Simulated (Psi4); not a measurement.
**UHSE06/def2-TZVPPD run of HO2 (hydroperoxy)**

Aim: the vertical electron affinity of HO2 (hydroperoxy) at UHSE06/def2-TZVPPD, from 2 runs. 

The calculation is run with Psi4 1.11.

## (1) Starting point

The species is HO2 (3 atoms), meant as a doublet with charge 0. SMILES: `[O]O`. Geometry: relaxed at PBE0-D4/def2-TZVP.

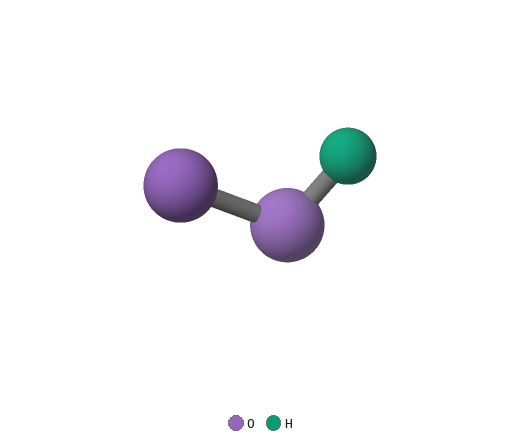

The structure, seen from a chosen angle (oxygen purple, hydrogen teal).

## (2) Energy and forces at UHSE06/def2-TZVPPD

Contents of ho2.dat:

```
memory 1.6 GB

molecule {
  0 2
  O     -0.67113623     1.78002752    -0.16752422
  O     -0.46211363    -0.67916757    -0.32586437
  H      1.13324986    -1.10085995     0.49338859
  units au
  symmetry c1
  no_reorient
  no_com
}

set globals {
  reference            uks
  puream               true
  e_convergence        1e-09
  d_convergence        1e-08
  scf_type             pk
  dft_radial_points    99
  dft_spherical_points 590
  maxiter              100
}

result, w = gradient("hse06/def2-TZVPPD", return_wfn=True)
oeprop(w, "DIPOLE", "LOWDIN_CHARGES", "QUADRUPOLE", title="HSE06")
```

Launch:

```console
psi4 ho2.dat ho2.out -n 1
```

ho2.out:

```text
[...]
  Running in c1 symmetry.
[...]
  Nuclear repulsion =   32.530556958490422
[...]
  Multiplicity = 2
[...]
  Nalpha       = 9
  Nbeta        = 8
[...]
    Number of basis functions: 97
[...]
   @UKS iter   1:  -150.78197949718827   -3.50470e-01   3.78641e-03 ADIIS/DIIS
[...]
   @UKS iter  12:  -150.83390179810721   -1.59162e-12   2.25693e-09 DIIS
[...]
   @S^2 Observed:                7.544792947E-01
[...]
    Orbital Energies [Eh]
    ---------------------
    Alpha Occupied:
       1A    -19.323305     2A    -19.283530     3A     -1.231965
       4A     -0.888456     5A     -0.577375     6A     -0.513391
       7A     -0.494054     8A     -0.310562     9A     -0.303088
    Alpha Virtual:
      10A     -0.013837    11A      0.035079    12A      0.068836
      13A      0.070034    14A      0.108521    15A      0.118428
      16A      0.121056    17A      0.123327    18A      0.161162
      19A      0.186909    20A      0.236935    21A      0.258958
      22A      0.266405    23A      0.378313    24A      0.393732
      25A      0.398613    26A      0.447076    27A      0.455085
[...]
  @UKS Final Energy:  -150.83390179810721
   => Energetics <=
    Nuclear Repulsion Energy =             32.5305569584904219
    One-Electron Energy =                -271.7993020090024174
    Two-Electron Energy =                 101.8197937605753225
    DFT Exchange-Correlation Energy =     -13.3849505081705367
    Empirical Dispersion Energy =           0.0000000000000000
    VV10 Nonlocal Energy =                  0.0000000000000000
    Total Energy =                       -150.8339017981072061
[...]
  -Total Gradient:
     Atom            X                  Y                   Z
    ------   -----------------  -----------------  -----------------
       1        0.000064798354    -0.000576319413    -0.000028525055
       2       -0.002042626191     0.001091350580    -0.000987988581
       3        0.001988751941    -0.000497513571     0.001024378512
[...]
 Multipole Moments:
 ------------------------------------------------------------------------------------
     Multipole            Electronic (a.u.)      Nuclear  (a.u.)        Total (a.u.)
 ------------------------------------------------------------------------------------
 L = 1.  Multiply by 2.5417464519 to convert [e a0] to [Debye]
 Dipole X            :          8.5544536           -7.9327490            0.6217046
 Dipole Y            :         -8.2364456            7.7060196           -0.5304260
 Dipole Z            :          3.7325188           -3.4537201            0.2787987
 Magnitude           :                                                    0.8634796
 L = 2.  Multiply by 1.3450342976 to convert [e a0^2] to [Debye ang]
 Quadrupole XX       :        -14.6119391            6.5960380           -8.0159011
 Quadrupole XY       :          7.7757091           -8.2938563           -0.5181472
[...]
```

Run time: 27 s. Hardware: 1 thread of AMD EPYC 9R14 (Zen 4), shared host; peak memory 0.91 GiB.

## (3) The singlet anion at the same level

Contents of job.dat:

```
memory 1600 mb

molecule geom {
  -1 1
  O     -0.67113623     1.78002752    -0.16752422
  O     -0.46211363    -0.67916757    -0.32586437
  H      1.13324986    -1.10085995     0.49338859
  units bohr
  symmetry c1
  no_reorient
  no_com
}

set {
  basis def2-TZVPPD
  reference rks
  puream true
  e_convergence 1e-09
  d_convergence 1e-08
  scf_type pk
  dft_radial_points 99
  dft_spherical_points 590
}

E, wfn = gradient("hse06", return_wfn=True)
oeprop(wfn, "MAYER_INDICES", "WIBERG_LOWDIN_INDICES", "LOWDIN_CHARGES", title="HSE06")
print_variables()
```

Launch:

```console
psi4 -i job.dat -o job.out -n 1
```

job.out:

```text
[...]
  Running in c1 symmetry.
[...]
  Nuclear repulsion =   32.530556958490422
[...]
  Multiplicity = 1
[...]
  Nalpha       = 9
  Nbeta        = 9
[...]
    Number of basis functions: 97
[...]
   @RKS iter   1:  -150.58494775109958   -1.53438e-01   7.99846e-03 DIIS/ADIIS
[...]
   @RKS iter  12:  -150.84429417473623    6.87805e-12   2.20159e-09 DIIS
[...]
    Orbital Energies [Eh]
    ---------------------
    Doubly Occupied:
       1A    -18.971026     2A    -18.866647     3A     -0.867661
       4A     -0.519547     5A     -0.236199     6A     -0.147003
       7A     -0.133972     8A      0.058523     9A      0.095564
[...]
  @RKS Final Energy:  -150.84429417473623
   => Energetics <=
    Nuclear Repulsion Energy =             32.5305569584904219
    One-Electron Energy =                -277.7659569361137528
    Two-Electron Energy =                 108.0251365119978999
    DFT Exchange-Correlation Energy =     -13.6340307091108190
    Empirical Dispersion Energy =           0.0000000000000000
    VV10 Nonlocal Energy =                  0.0000000000000000
    Total Energy =                       -150.8442941747362340
[...]
 Multipole Moments:
 ------------------------------------------------------------------------------------
     Multipole            Electronic (a.u.)      Nuclear  (a.u.)        Total (a.u.)
 ------------------------------------------------------------------------------------
 L = 1.  Multiply by 2.5417464519 to convert [e a0] to [Debye]
 Dipole X            :          8.9728037           -7.9327490            1.0400547
 Dipole Y            :         -9.1143723            7.7060196           -1.4083526
 Dipole Z            :          3.8625453           -3.4537201            0.4088252
 Magnitude           :                                                    1.7978623
[...]
  -Total Gradient:
     Atom            X                  Y                   Z
    ------   -----------------  -----------------  -----------------
       1        0.012349114102    -0.115572973942    -0.006070540437
       2       -0.016606038415     0.112820851249     0.003456007499
       3        0.004266408227     0.002768494176     0.002621489510
[...]
```

Wall time 22 s (1 thread of AMD EPYC 9R14 (Zen 4), shared host); peak memory 0.92 GiB.

## (4) Results

Level: UHSE06/def2-TZVPPD.

```
                                                            quantity          value
                                           doublet HO2: total energy  -150.83390 Eh
                                          doublet HO2: dipole moment         2.19 D
                     doublet HO2: HOMO energy (highest over α and β)       -7.74 eV
                      doublet HO2: LUMO energy (lowest over α and β)       -3.44 eV
                                                   doublet HO2: ⟨S²⟩          0.754
                               doublet HO2: largest force on an atom     0.129 eV/Å
                                         singlet anion: total energy  -150.84429 Eh
                                          singlet anion: HOMO energy        2.60 eV
                                          singlet anion: LUMO energy        4.56 eV
singlet anion: HOMO–LUMO gap (to an unbound level, set by the basis)        1.96 eV
                             singlet anion: largest force on an atom     5.985 eV/Å
                   vertical electron affinity (to the singlet anion)       0.283 eV
```

In words: At fixed nuclei the extra electron is bound by 0.28 eV (6.5 kcal/mol). The HOMO (singlet anion) lies at positive energy, 2.60 eV; only total energies tell whether the electron is bound.
